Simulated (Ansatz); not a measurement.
A series of calculations on AlH$_{2}$Cl

**1. Relaxation**

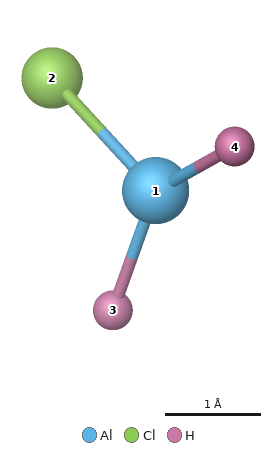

Starting structure of AlH2Cl. The picture is a ball-and-stick view, seen from a free direction.

The run prepares an end point of a later path (reaction) calculation, from a guessed geometry.

All numbers below come from RKS B3LYP-D4/def2-mTZVP in Ansatz.

Input
```yaml
crystal:
  periodic: [false, false, false]
  atoms:
    - { symbol: Al, position_ang: [0.296143, 0.0, 0.024075] }
    - { symbol: Cl, position_ang: [1.088835, 0.0, 2.055659] }
    - { symbol: H, position_ang: [1.75843, 0.0, -0.479033] }
    - { symbol: H, position_ang: [-1.196408, 0.0, -0.4765] }
basis:
  gaussian: { orbitals: def2-mTZVP }
hamiltonian:
  xc: b3lyp
  dispersion: d4
relax:
  f_tol: 0.03
  max_steps: 50
```

Command:
```bash
ansatz run input.yaml --threads 1 --pin off --max-ram 2048MiB --backend cpu --events-out ev --progress --plain --runs-dir out
```

Q: Predict the outcome.

A: H3 moves most after the best rigid fit: 0.36 Å. By element the largest moves are H 0.36 Å, Cl 0.30 Å, Al 0.19 Å. Near-neighbour distances that change, for instance: Al1–Cl2 2.181 → 2.114 Å, Al1–H3 1.546 → 1.571 Å. Bond angles that change, for instance: Cl2–Al1–H3 87.7° → 117.5°, H3–Al1–H4 142.5° → 125.3°, Cl2–Al1–H4 129.9° → 117.2°. Over 4 geometry steps the energy falls by 11.2 kcal/mol. The largest force component goes from 1.3 to 0.013 eV/Å. Cost: 3.2 s on 1 thread of Intel(R) Xeon(R) 6975P-C (Granite Rapids), on a shared host, peak memory 0.12 GiB.

Final geometry:

```xyz
4

Al    0.4590    0.0000    0.1160
Cl    0.8217    0.0000    2.1992
H     1.7075    0.0000   -0.8378
H    -1.0412    0.0000   -0.3532
```

The end point in the same view:

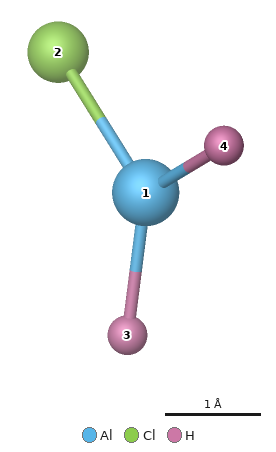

**2. Relaxation**

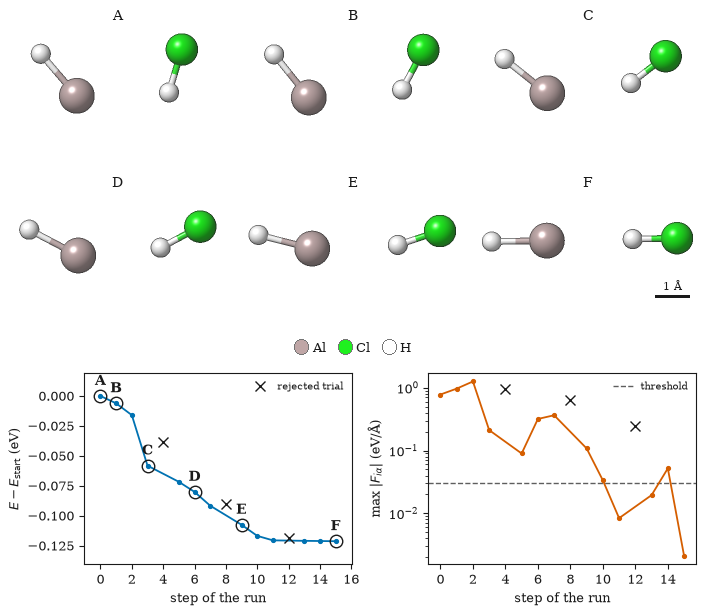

Frames of a relaxation of AlH2Cl, marked on the history of the run. A ball-and-stick model, seen face on.

The run prepares an end point of a later path (reaction) calculation, from a guessed geometry.

The calculation used RKS B3LYP-D4/def2-mTZVP in Ansatz 0.2.0. Set-up: no spin polarisation; force threshold 0.03 eV/Å; at most 50 steps.

Q: What happens along the run?

A: Over 12 accepted moves (15 points after the start) the energy falls by 0.121 eV. Largest force component: 0.78 eV/Å at the start, 0.0021 eV/Å at the end. The line search rejected the trial steps at points 4, 8, 12 of the run. The forces were under the threshold at step 11, but the run went on from there. The Cl atom moves most after the best rigid fit: 0.99 Å. Largest moves by element: Cl 0.99 Å, H 0.84 Å, Al 0.66 Å. Near-neighbour distances that change, for instance: Al–Cl 3.438 → 3.895 Å, Cl–H 1.343 → 1.326 Å, Al–H 1.655 → 1.648 Å. From step 0 to 1: the Cl atom moves most (0.19 Å), energy −0.006 eV. From step 1 to 3: the Cl atom moves most (0.28 Å), energy −0.052 eV. From step 3 to 6: an H atom moves most (0.20 Å), energy −0.022 eV. From step 6 to 9: an H atom moves most (0.24 Å), energy −0.027 eV. From step 9 to 15: the Al atom moves most (0.23 Å), energy −0.014 eV.

```json
{"step": "0", "E − E(0), eV": "0.0000", "largest force component, eV/Å": "0.7795", "note": ""}
{"step": "1", "E − E(0), eV": "-0.0061", "largest force component, eV/Å": "0.9678", "note": ""}
{"step": "2", "E − E(0), eV": "-0.0160", "largest force component, eV/Å": "1.2586", "note": ""}
{"step": "3", "E − E(0), eV": "-0.0581", "largest force component, eV/Å": "0.2117", "note": ""}
{"step": "4", "E − E(0), eV": "-0.0387", "largest force component, eV/Å": "0.9649", "note": "rejected"}
{"step": "5", "E − E(0), eV": "-0.0717", "largest force component, eV/Å": "0.0898", "note": ""}
{"step": "6", "E − E(0), eV": "-0.0801", "largest force component, eV/Å": "0.3184", "note": ""}
{"step": "7", "E − E(0), eV": "-0.0916", "largest force component, eV/Å": "0.3648", "note": ""}
{"step": "8", "E − E(0), eV": "-0.0903", "largest force component, eV/Å": "0.6334", "note": "rejected"}
{"step": "9", "E − E(0), eV": "-0.1075", "largest force component, eV/Å": "0.1082", "note": ""}
{"step": "10", "E − E(0), eV": "-0.1168", "largest force component, eV/Å": "0.0336", "note": ""}
{"step": "11", "E − E(0), eV": "-0.1205", "largest force component, eV/Å": "0.0084", "note": ""}
{"step": "12", "E − E(0), eV": "-0.1186", "largest force component, eV/Å": "0.2421", "note": "rejected"}
{"step": "13", "E − E(0), eV": "-0.1209", "largest force component, eV/Å": "0.0195", "note": ""}
{"step": "14", "E − E(0), eV": "-0.1211", "largest force component, eV/Å": "0.0520", "note": ""}
{"step": "15", "E − E(0), eV": "-0.1213", "largest force component, eV/Å": "0.0021", "note": ""}
```

Limits of the set-up: the start holds two separate molecules, 2.8 Å apart at their closest, whose relative position is a soft coordinate.

**3. Path**

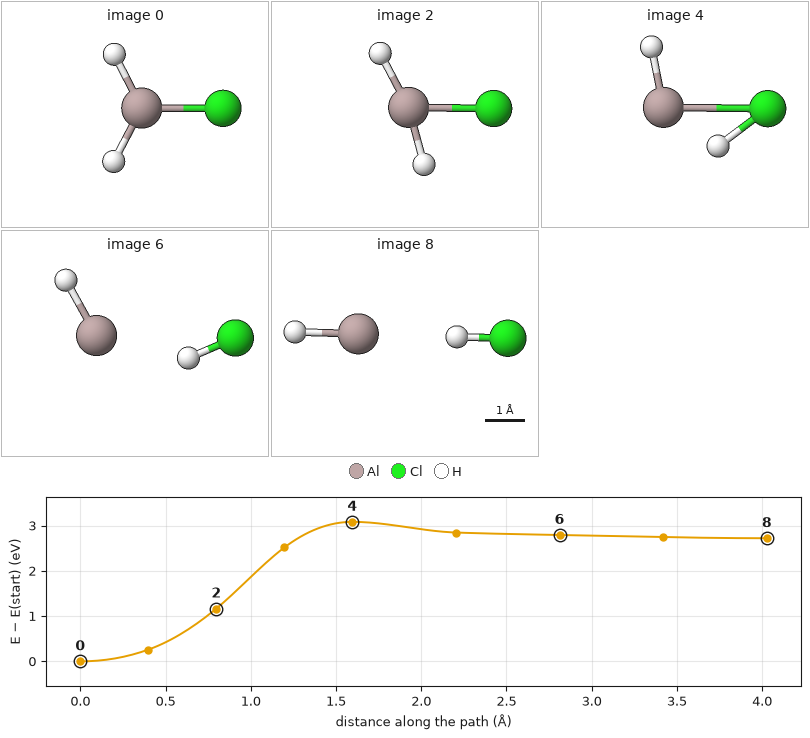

A nudged-elastic-band calculation for AlH$_{2}$Cl. Images are numbered from 0 (start) to 8 (end). The picture is a ball-and-stick view, seen at a tilt.

Computed with RKS B3LYP-D4/def2-mTZVP (Ansatz).

Input
```yaml
crystal:
  periodic: [false, false, false]
  atoms:
    - { symbol: Al, position_ang: [0.458926, 0.0, 0.11604] }
    - { symbol: Cl, position_ang: [0.822058, 0.0, 2.199106] }
    - { symbol: H, position_ang: [1.707309, 0.0, -0.838071] }
    - { symbol: H, position_ang: [-1.041292, 0.0, -0.352875] }
basis:
  gaussian: { orbitals: def2-mTZVP }
hamiltonian:
  xc: b3lyp
  dispersion: d4
neb:
  order_check: false
  images: 7
  f_tol: 0.05
  max_iterations: 60
  final_atoms:
    - { symbol: Al, position_ang: [-0.44839785, -4.218e-05, -0.47719519] }
    - { symbol: Cl, position_ang: [2.57682778, 1.074e-05, 1.97594431] }
    - { symbol: H, position_ang: [1.54821475, 1.574e-05, 1.13954733] }
    - { symbol: H, position_ang: [-1.72964368, 1.57e-05, -1.51409645] }
  initial_path:
    images:
      - { positions_ang: [[0.458926, 0.0, 0.11604], [0.822058, 0.0, 2.199106], [1.707309, 0.0, -0.838071], [-1.041292, 0.0, -0.352875]] }
      - { positions_ang: [[0.34408802, 0.0, 0.08721485], [1.00170067, 0.0, 2.11922991], [1.72033349, 0.0, -0.62328642], [-1.11912118, 0.0, -0.45895834]] }
      - { positions_ang: [[0.22925003, 0.0, 0.0583897], [1.18134334, 0.0, 2.03935383], [1.73335798, 0.0, -0.40850184], [-1.19695036, 0.0, -0.56504168]] }
      - { positions_ang: [[0.11441205, 0.0, 0.02956455], [1.36098601, 0.0, 1.95947774], [1.74638247, 0.0, -0.19371726], [-1.27477953, 0.0, -0.67112503]] }
      - { positions_ang: [[-0.00042593, 0.0, 0.0007394], [1.54062868, 0.0, 1.87960165], [1.75940696, 0.0, 0.02106732], [-1.35260871, 0.0, -0.77720837]] }
      - { positions_ang: [[-0.11241891, -1.055e-05, -0.11874425], [1.79967845, 2.69e-06, 1.90368732], [1.70660891, 3.93e-06, 0.30068732], [-1.44686745, 3.92e-06, -0.96143039]] }
      - { positions_ang: [[-0.22441189, -2.109e-05, -0.2382279], [2.05872823, 5.37e-06, 1.92777298], [1.65381086, 7.87e-06, 0.58030732], [-1.5411262, 7.85e-06, -1.14565241]] }
      - { positions_ang: [[-0.33640487, -3.164e-05, -0.35771155], [2.317778, 8.06e-06, 1.95185865], [1.6010128, 1.18e-05, 0.85992733], [-1.63538494, 1.177e-05, -1.32987443]] }
      - { positions_ang: [[-0.44839785, -4.218e-05, -0.47719519], [2.57682778, 1.074e-05, 1.97594431], [1.54821475, 1.574e-05, 1.13954733], [-1.72964368, 1.57e-05, -1.51409645]] }
```

Command:
```bash
ansatz run input.yaml --threads 1 --pin off --max-ram 2048MiB --backend cpu --events-out ev --progress --plain --runs-dir out
```

Read off the barrier and say what moves.

Breaking: Al–Cl (2.11 → 3.89 Å), Al–H (1.57 → 2.57 Å). Forming: Cl–H (3.16 → 1.33 Å). The highest point, image 4, lies 3.08 eV above the start and 0.36 eV above the end; the end is at +2.72 eV relative to the start. The band converged in 15 iterations. The largest component of the band force went from 2.8 to 0.042 eV/Å. The climbing image converged on the top of the path. Its vibrational analysis gives one imaginary mode (783i cm⁻¹), as a transition state must have.
